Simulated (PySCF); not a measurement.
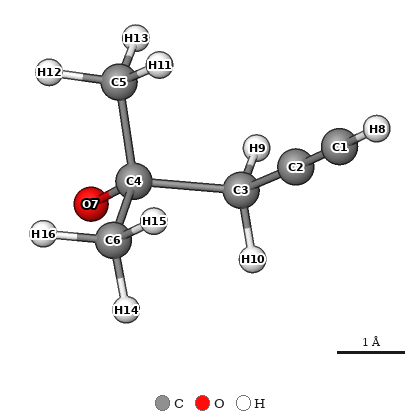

Fig. 1: The structure (ball-and-stick view, seen at a tilt; atoms are numbered from 1 in the order of the input).

**Spin–spin coupling calculation of C6H9O (charge −1)**

The run: spin–spin coupling calculation of C6H9O, charge −1, SMILES C#CCC(C)(C)[O-]. Method and program: X3LYP/cc-pVDZ indirect spin-spin coupling, non-relativistic, gas phase (PySCF 2.14.0).

The geometry comes from this level: GFN2-xTB. It belongs to a series of runs on one base structure; here: X3LYP/cc-pVDZ; aux def2-universal-jkfit; level_shift 0.2. Figures and captions count atoms from 1; the log counts them from 0 in places.

Output
```
final grid: 126808 points
cycle   1  E = -308.8239552855  dE =  8.353e-01  |g| = 1.016e+00  |ddm| = 7.524e+00
cycle   2  E = -308.6872633043  dE =  1.367e-01  |g| = 1.387e+00  |ddm| = 5.604e+00
cycle   3  E = -309.0351431290  dE = -3.479e-01  |g| = 2.818e-01  |ddm| = 2.470e+00
cycle   4  E = -309.0552437455  dE = -2.010e-02  |g| = 7.103e-02  |ddm| = 8.332e-01
cycle   5  E = -309.0568062554  dE = -1.563e-03  |g| = 2.307e-02  |ddm| = 2.243e-01
cycle   6  E = -309.0569977990  dE = -1.915e-04  |g| = 1.377e-02  |ddm| = 7.708e-02
cycle   7  E = -309.0570519369  dE = -5.414e-05  |g| = 5.628e-03  |ddm| = 3.579e-02
cycle   8  E = -309.0570639242  dE = -1.199e-05  |g| = 1.330e-03  |ddm| = 2.052e-02
cycle   9  E = -309.0570658780  dE = -1.954e-06  |g| = 7.453e-04  |ddm| = 7.986e-03
cycle  10  E = -309.0570664217  dE = -5.437e-07  |g| = 3.521e-04  |ddm| = 4.115e-03
cycle  11  E = -309.0570665742  dE = -1.525e-07  |g| = 1.894e-04  |ddm| = 2.250e-03
cycle  12  E = -309.0570666198  dE = -4.559e-08  |g| = 9.090e-05  |ddm| = 1.269e-03
cycle  13  E = -309.0570666313  dE = -1.155e-08  |g| = 5.403e-05  |ddm| = 6.509e-04
cycle  14  E = -309.0570666345  dE = -3.196e-09  |g| = 3.218e-05  |ddm| = 3.466e-04
cycle  15  E = -309.0570666355  dE = -9.073e-10  |g| = 1.737e-05  |ddm| = 1.854e-04
level shift removed, Fock matrix diagonalised once more
converged SCF energy = -309.0570666355

Indirect spin-spin couplings (Hz)
  i      j    bonds     total        FC       PSO       DSO        SD
  0 C    1 C    1    131.815   127.660     4.034     0.121         -
  0 C    2 C    2     -0.457     0.006    -0.332    -0.131         -
  0 C    3 C    3      1.665     1.720    -0.024    -0.031         -
  0 C    4 C    4      0.175     0.211    -0.020    -0.016         -
  0 C    5 C    4      0.174     0.210    -0.020    -0.016         -
  0 C    7 H    1    204.209   204.463    -0.853     0.600         -
  0 C    8 H    3      5.685     5.617     0.486    -0.417         -
  0 C    9 H    3      5.685     5.616     0.487    -0.417         -
  1 C    2 C    1     66.440    68.530    -2.336     0.247         -
  1 C    3 C    2     -1.947    -1.950    -0.070     0.073         -
  1 C    4 C    3     -0.265    -0.280    -0.033     0.048         -
  1 C    5 C    3     -0.267    -0.282    -0.033     0.048         -
  1 C    6 O    3     -1.915    -2.051     0.099     0.037         -
  1 C    7 H    2     21.749    18.646     4.261    -1.158         -
  1 C    8 H    2     -6.831    -6.580    -0.196    -0.055         -
  1 C    9 H    2     -6.858    -6.607    -0.197    -0.054         -
  1 C   10 H    4      0.710     0.494    -0.252     0.468         -
  1 C   11 H    4      0.213     0.251     0.198    -0.235         -
  1 C   14 H    4      0.710     0.493    -0.252     0.469         -
  1 C   15 H    4      0.213     0.250     0.198    -0.235         -
  2 C    3 C    1     35.877    35.930    -0.357     0.304         -
  2 C    4 C    2     10.236    10.306    -0.117     0.047         -
  2 C    5 C    2     10.248    10.319    -0.117     0.047         -
  2 C    6 O    2     -8.803    -9.896     1.100    -0.007         -
  2 C    7 H    3      1.948     2.074     0.346    -0.472         -
  2 C    8 H    1    155.861   154.083     0.753     1.025         -
  2 C    9 H    1    155.827   154.048     0.754     1.025         -
  2 C   10 H    3      0.074     0.030    -0.102     0.145         -
  2 C   11 H    3      5.839     5.962     0.250    -0.372         -
  2 C   12 H    3      2.267     2.221    -0.073     0.119         -
  2 C   13 H    3      2.260     2.214    -0.073     0.119         -
  2 C   14 H    3      0.078     0.034    -0.102     0.145         -
  2 C   15 H    3      5.832     5.954     0.250    -0.372         -
  3 C    4 C    1     51.330    51.652    -0.597     0.276         -
  3 C    5 C    1     51.343    51.665    -0.597     0.276         -
  3 C    6 O    1     16.792    10.765     6.167    -0.139         -
  3 C    7 H    4     -0.939    -0.842     0.098    -0.195         -
  3 C    8 H    2     -2.834    -3.006    -0.039     0.211         -
  3 C    9 H    2     -2.834    -3.006    -0.039     0.211         -
  3 C   10 H    2     -1.584    -1.640    -0.053     0.110         -
  3 C   11 H    2     -1.732    -1.814    -0.021     0.104         -
  3 C   12 H    2     -2.364    -2.411    -0.059     0.106         -
  3 C   13 H    2     -2.369    -2.415    -0.059     0.106         -
  3 C   14 H    2     -1.589    -1.646    -0.054     0.110         -
  3 C   15 H    2     -1.736    -1.819    -0.022     0.104         -
  4 C    5 C    2     11.361    11.455    -0.124     0.029         -
  4 C    6 O    2     -6.013    -6.958     0.934     0.011         -
  4 C    8 H    3      2.491     2.432    -0.040     0.099         -
  4 C    9 H    3      3.497     3.635     0.263    -0.401         -
  4 C   10 H    1    122.310   120.606     0.869     0.835         -
  4 C   11 H    1    129.779   128.071     0.909     0.800         -
  4 C   12 H    1    130.308   128.629     0.868     0.812         -
  4 C   13 H    3      5.852     5.998     0.271    -0.417         -
  4 C   14 H    3      0.164     0.108    -0.054     0.109         -
  4 C   15 H    3      2.102     2.070    -0.024     0.056         -
  5 C    6 O    2     -6.012    -6.957     0.934     0.011         -
  5 C    8 H    3      3.498     3.636     0.263    -0.401         -
  5 C    9 H    3      2.480     2.421    -0.040     0.099         -
  5 C   10 H    3      0.162     0.107    -0.053     0.109         -
  5 C   11 H    3      2.103     2.071    -0.024     0.056         -
  5 C   12 H    3      5.853     6.000     0.271    -0.417         -
  5 C   13 H    1    130.343   128.665     0.867     0.812         -
  5 C   14 H    1    122.242   120.537     0.869     0.835         -
  5 C   15 H    1    129.900   128.193     0.907     0.800         -
  6 O    7 H    5      0.525     0.173     0.199     0.152         -
  6 O    8 H    3     -0.309    -0.230    -0.058    -0.021         -
  6 O    9 H    3     -0.309    -0.230    -0.058    -0.021         -
  6 O   10 H    3     -1.931    -2.343     0.132     0.280         -
  6 O   11 H    3     -0.267    -0.240    -0.066     0.039         -
  6 O   12 H    3     -0.256    -0.274     0.001     0.017         -
  6 O   13 H    3     -0.257    -0.275     0.000     0.018         -
  6 O   14 H    3     -1.936    -2.349     0.132     0.280         -
  6 O   15 H    3     -0.267    -0.239    -0.066     0.039         -
  7 H    8 H    4     -3.338    -2.835     1.030    -1.534         -
  7 H    9 H    4     -3.336    -2.832     1.031    -1.534         -
  7 H   11 H    6     -0.284     0.008     0.559    -0.851         -
  7 H   12 H    6     -0.292    -0.012     0.478    -0.759         -
  7 H   13 H    6     -0.292    -0.012     0.478    -0.758         -
  7 H   15 H    6     -0.284     0.008     0.559    -0.851         -
  8 H    9 H    2    -12.549   -12.428     1.683    -1.805         -
  8 H   10 H    4     -0.211    -0.166     0.255    -0.300         -
  8 H   11 H    4     -0.420     0.001     1.012    -1.432         -
  8 H   12 H    4      0.452    -0.103    -1.047     1.602         -
  8 H   13 H    4     -0.392     0.031     1.022    -1.445         -
  8 H   14 H    4     -0.266     0.206     1.039    -1.510         -
  8 H   15 H    4      0.920     1.483     1.251    -1.815         -
  9 H   10 H    4     -0.265     0.207     1.039    -1.511         -
  9 H   11 H    4      0.925     1.488     1.252    -1.815         -
  9 H   12 H    4     -0.387     0.035     1.022    -1.445         -
  9 H   13 H    4      0.447    -0.107    -1.046     1.601         -
  9 H   14 H    4     -0.214    -0.168     0.256    -0.301         -
  9 H   15 H    4     -0.425    -0.004     1.012    -1.433         -
 10 H   11 H    2     -8.257    -7.944     1.913    -2.226         -
 10 H   12 H    2     -8.418    -8.120     1.867    -2.165         -
 10 H   14 H    4      0.866     0.333    -1.267     1.799         -
 10 H   15 H    4     -0.165    -0.103     0.286    -0.348         -
 11 H   12 H    2     -9.726    -9.459     1.916    -2.183         -
 11 H   13 H    4     -0.367     0.087     1.046    -1.500         -
 11 H   14 H    4     -0.164    -0.102     0.285    -0.347         -
 11 H   15 H    4      0.429    -0.029    -0.923     1.381         -
 12 H   13 H    4      2.012     2.592     1.273    -1.853         -
 12 H   15 H    4     -0.367     0.087     1.045    -1.498         -
 13 H   14 H    2     -8.440    -8.144     1.865    -2.162         -
 13 H   15 H    2     -9.678    -9.407     1.919    -2.190         -
 14 H   15 H    2     -8.252    -7.938     1.913    -2.226         -
```

The run was set up as follows.

Input
```
{"job": {"kind": "j", "xc": "X3LYP", "basis": "cc-pVDZ", "scf": {"aux": "def2-universal-jkfit", "level_shift": 0.2}}, "charge": -1, "multiplicity": 1}
C     -2.366367     0.302104    -1.402612
C     -1.732020     0.062510    -0.408424
C     -0.936173    -0.214142     0.744506
C      0.684442    -0.163680     0.530183
C      0.972831     1.270382    -0.046587
C      0.972508    -1.179232    -0.634921
O      1.301331    -0.430793     1.640448
H     -2.904077     0.513073    -2.280309
H     -1.152972     0.507234     1.536702
H     -1.154186    -1.216054     1.123143
H      0.385171     1.469241    -0.943098
H      2.033059     1.353459    -0.283429
H      0.736552     2.016946     0.710596
H      0.734453    -2.188055    -0.299995
H      0.384965    -0.948427    -1.523652
H      2.032886    -1.145622    -0.883482
```

The first line tells a small driver script what to run in PySCF; the rest is the geometry in Å.

Run as:
```bash
OMP_NUM_THREADS=1 python <driver script> task.json out
```

Summary

- outcome: converged
- total energy: −309.057067 hartree
- HOMO: 0.61 eV
- LUMO: 5.65 eV
- hardware: 1 CPU thread, shared host
- wall time: 66 s
- peak memory: 0.78 GiB

Settings chosen away from the usual ones: X3LYP/cc-pVDZ; aux def2-universal-jkfit; level_shift 0.2. The highest filled orbital lies above zero: either the extra electron isn't bound at this level, or the self-interaction error of the functional lifts the level.
